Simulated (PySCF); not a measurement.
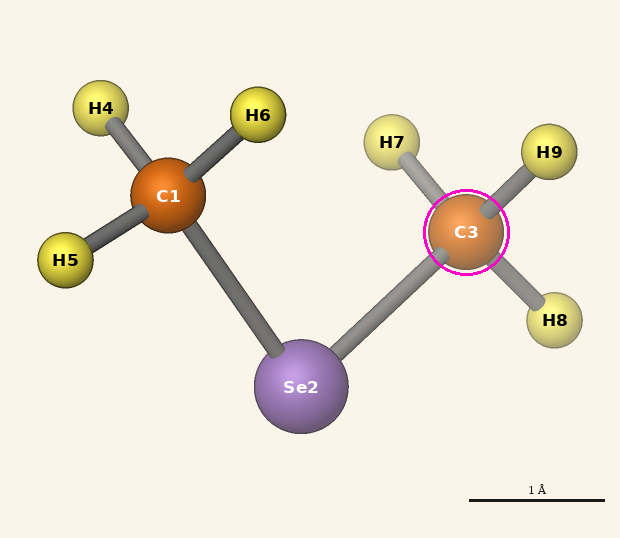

Orthographic view. Distant atoms are faded towards the background colour. The geometry was computed by an optimisation with PBE0-D3(BJ)/def2-SVP. No frequency run is at hand to confirm it as a minimum.

Question: Name the neighbours of the circled atom.

Answer: The circled atom is C3; it is bonded to Se2, H7, H8, H9.

Question: Which two atoms are farthest apart in space?

Answer: H5 and H8, 4.78 Å.

Question: Of C3 and H9, which is nearer the viewer?

Answer: H9; the bond to C3 points away from the viewer, so it looks shorter than its 1.10 Å.

Question: What is the shortest path along bonds from the circled atom to H4?

Answer: C3–Se2–C1–H4, 3 bonds; through space the two are 3.08 Å apart.
